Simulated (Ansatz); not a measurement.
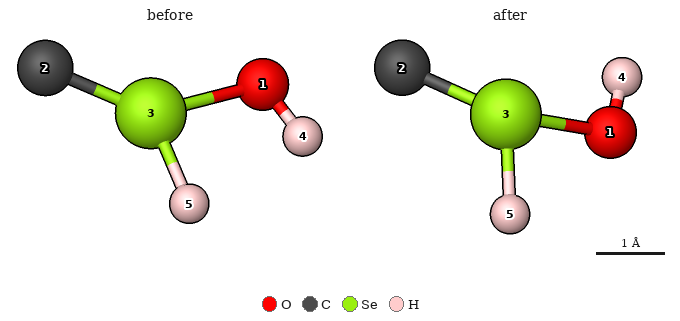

The structure of CH$_{2}$OSe before (left) and after (right) a relaxation, at one scale.

The picture is a ball-and-stick view, seen at a tilt.

It is one of the separated reactants of a reaction.

Method: Ansatz 0.2.0, RKS PBE0-D4/def2-TZVP. Settings: force threshold 0.005 eV/Å; at most 200 steps.

Question: Describe what moved and what it gained.

Answer: The energy falls by 0.324 eV in 22 accepted moves (25 points after the start). Largest force component: 0.94 eV/Å at the start, 0.0034 eV/Å at the end. The line search rejected the trial steps at points 10, 15, 19 of the run. The largest move after the best rigid fit is that of H4, 1.01 Å. Largest moves by element: H 1.01 Å, O 0.76 Å, Se 0.44 Å, C 0.40 Å. Among the contacts that change: O1–Se3 1.930 → 1.868 Å, Se3–H5 1.538 → 1.488 Å, C2–Se3 1.711 → 1.732 Å, O1–H4 0.984 → 0.966 Å. Among the angles between lasting bonds that change: C2–Se3–H5 128.6° → 117.9°, O1–Se3–C2 139.5° → 130.3°, O1–Se3–H5 92.0° → 84.8°.
